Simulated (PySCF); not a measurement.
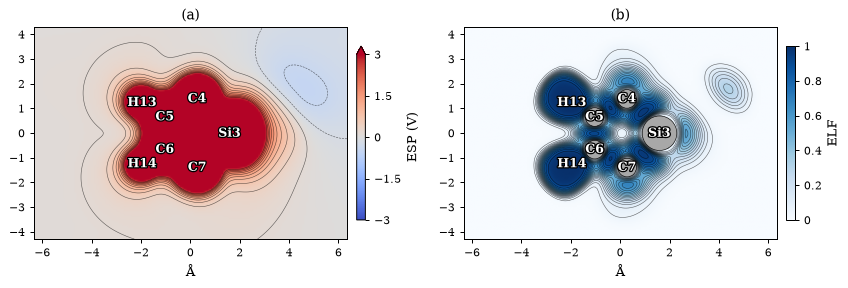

*C$_{4}$H$_{9}$ClSi$_{2}$. (a) molecular electrostatic potential; (b) electron localisation function on the plane of atoms Si3, C7 and C6. Grey discs cover the atomic cores in the ELF map.*

Geometry: GFN2-xTB.

Method: PySCF, PBE0/def2-SVPD, SCF density, gas phase.

```xyz
16

Cl    3.3331    1.9854   -0.6585
Si    2.4954    0.1452   -0.5152
Si    0.5227    0.2939    0.6882
C    -0.8729    1.2563   -0.2075
C    -1.9488    0.2338   -0.4168
C    -1.7592   -0.9985    0.0187
C    -0.4730   -1.3407    0.7076
H     3.5155   -0.7002    0.1100
H     2.3609   -0.3300   -1.8957
H     0.6690    0.7989    2.0690
H    -1.2656    2.0919    0.3746
H    -0.5665    1.6757   -1.1684
H    -2.8555    0.5390   -0.9198
H    -2.5004   -1.7759   -0.1009
H     0.0189   -2.1649    0.1874
H    -0.6812   -1.7009    1.7159
```

What do the fields say about this system?

Answer. The plane passes through Si, C and H nuclei.
C–C (1.32 Å): the ELF peaks at about 0.90 between the atoms: a multiple bond.
C–Si (1.91 Å): the ELF peaks at about 0.95 between the atoms; localised, covalent bonding.
C–H (1.08 Å): the ELF climbs to about 1 towards the hydrogen, as it does in any bond to H; a covalent bond by its length.
C–C (1.50 Å): the ELF peaks at about 0.95 between the atoms, as expected for localised, covalent bonding.
Outside the dense part of the molecule the potential is most negative (−0.5 V) near Cl1, which lies off the plane.
